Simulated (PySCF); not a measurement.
**PbNH2 (charge +1): single-point calculation**

- system: PbNH2, charge +1
- method: RKS r2SCAN, Pb def2-SVP with ECP60, N def2-SVP, H def2-SVP; non-relativistic Hamiltonian with a scalar-relativistic core potential; density fitting (PySCF 2.14.0)

It belongs to a series of runs on one base structure; here: finer grid at the relaxed geometry.

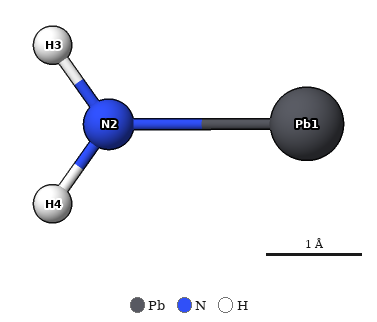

Figure 1. The structure (ball-and-stick view, seen on its broad side; atoms are numbered from 1 in the order of the input). Sticks mark near contacts.

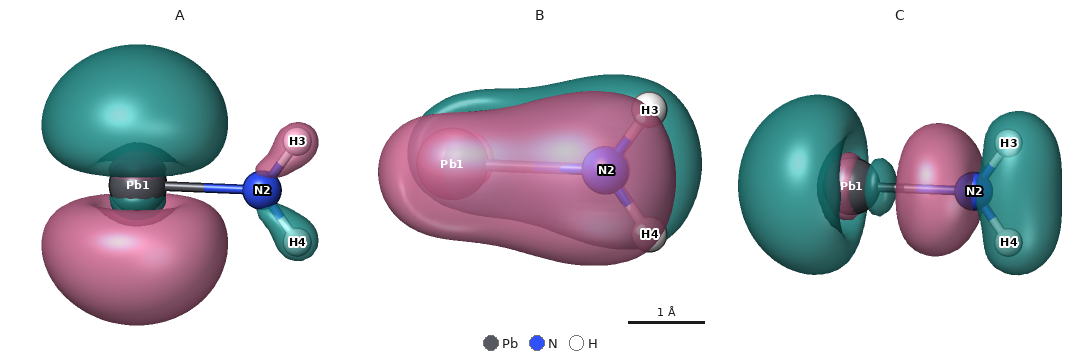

Figure 2. Three frontier orbitals at ±0.1 Å⁻³ᐟ² (teal and pink are the two phases). C is the HOMO−1 (−13.77 eV). By Hirshfeld shares it lies mainly on Pb1 (45 %) and N2 (45 %); it is symmetric in the molecular plane (σ or in-plane lone-pair type). B is the HOMO (−11.80 eV). A is the LUMO (−8.96 eV). Its weight (Hirshfeld) is mainly on Pb1 (95 %); it is symmetric in the molecular plane (σ or in-plane lone-pair type). The HOMO–LUMO gap is 2.84 eV between the orbital energies.

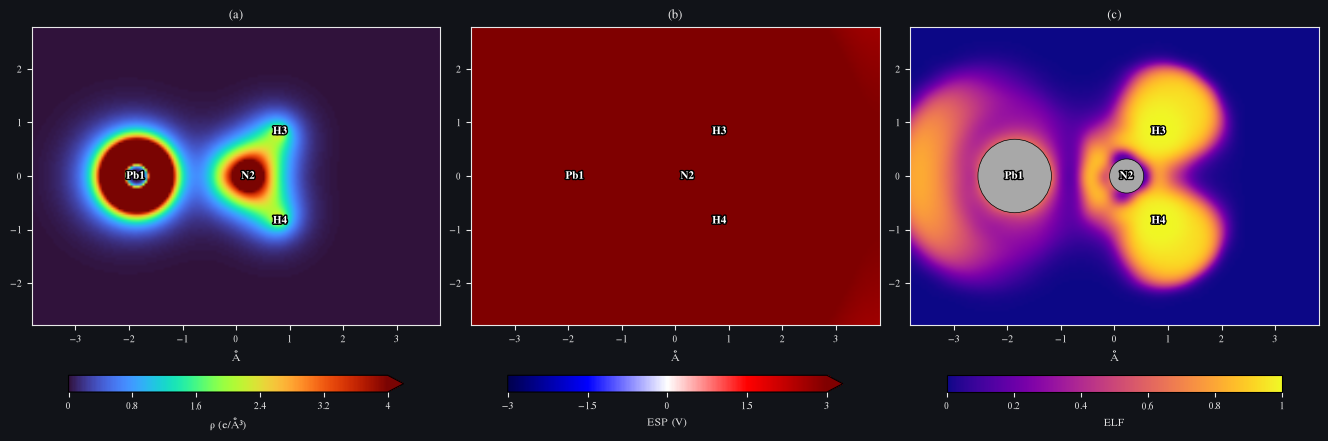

Figure 3. (a) electron density; (b) electrostatic potential; (c) ELF on the molecular plane. Grey discs, where drawn, cover atomic cores. The section cuts through Pb, N and H sites. Pb–N (2.09 Å): ρ is about 0.77 e/Å³ halfway; the ELF peaks at about 0.85 in the valence shell of N, 0.7 Å from its nucleus, and drops to about 0.15 between the two atoms. N–H (1.02 Å): ρ at the midpoint is about 2.7 e/Å³, with its minimum of 2.1 e/Å³ about 0.8 Å from N; the ELF climbs to about 1 towards the hydrogen, as it does in any bond to H (a covalent bond by its length). The potential has no marked negative region in this plane.

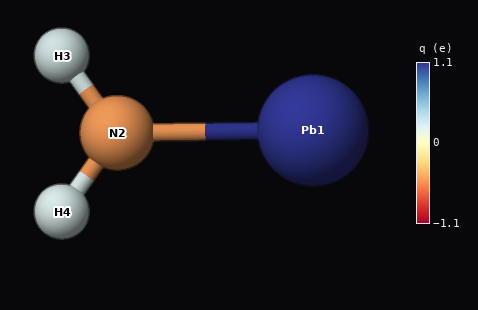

Figure 4. Mulliken charges, as the colour of each atom (ball-and-stick view, seen on its broad side; atoms are numbered from 1 in the order of the input; Mulliken charges depend strongly on the basis). By element: Pb +1.08, N −0.48 and H +0.20 e.

These pictures come from the run below.

**The input**
```python
mol = gto.M(atom='''
Pb     0.00000     0.00000    -0.05464
N     -0.00000     0.00000     2.03694
H      0.83493    -0.00000     2.62921
H     -0.83493     0.00000     2.62921''',
    basis={'Pb': 'def2-SVP', 'N': 'def2-SVP', 'H': 'def2-SVP'},
    ecp={'Pb': 'def2-SVP'},
    charge=1, spin=0)
mf = dft.RKS(mol, xc='R2SCAN')
mf.grids.atom_grid = (75, 302)  # f atoms: at least (60, 302), unpruned
mf = mf.density_fit()  # Pb def2-universal-JKFIT, N def2-universal-JKFIT, H def2-universal-JKFIT
mf.conv_tol = 1e-09; mf.max_cycle = 55
mf.kernel(dm0)
```

The script is an equivalent of the set-up of the self-consistent field. The run itself was carried out by a driver, which started from the orbitals of the step before it where there was one and computed the further properties.

Launch command:
```bash
OMP_NUM_THREADS=2 python <driver script>
```

**Log**
```
init E= -248.587943863252
  HOMO = -0.433390417089615  LUMO = -0.329224414386003  gap/eV = 2.83450
cycle= 1 E= -248.587944661311  delta_E= -7.98e-07  |g|= 0.000624  |ddm|= 0.00312
  HOMO = -0.433630370959403  LUMO = -0.32927107629855  gap/eV = 2.83976
cycle= 2 E= -248.587943962503  delta_E= 6.99e-07  |g|= 0.00168  |ddm|= 0.00194
  HOMO = -0.433452854015361  LUMO = -0.329280062133041  gap/eV = 2.83469
cycle= 3 E= -248.58794472888  delta_E= -7.66e-07  |g|= 0.000263  |ddm|= 0.00174
  HOMO = -0.433464418849377  LUMO = -0.329259898915543  gap/eV = 2.83555
cycle= 4 E= -248.587944750571  delta_E= -2.17e-08  |g|= 1.73e-05  |ddm|= 0.000373
  HOMO = -0.433464464242473  LUMO = -0.329262273072031  gap/eV = 2.83549
cycle= 5 E= -248.587944750689  delta_E= -1.18e-10  |g|= 2.25e-06  |ddm|= 2.7e-05
  HOMO = -0.433465511463513  LUMO = -0.329262477463121  gap/eV = 2.83551
Extra cycle  E= -248.587944750678  delta_E= 1.1e-11  |g|= 6.57e-06  |ddm|= 8.22e-06
converged SCF energy = -248.587944750678
```

**Summary**

- outcome: converged
- total energy: −248.587945 hartree
- HOMO: −11.80 eV
- LUMO: −8.96 eV
- largest force (length of the vector): 0.012 eV/Å
- hardware: 2 threads of Arm Neoverse V1, 24 GiB of memory available, shared host
- wall time: 3.9 s (CPU time 7.8 s)
- peak memory: 0.5 GiB
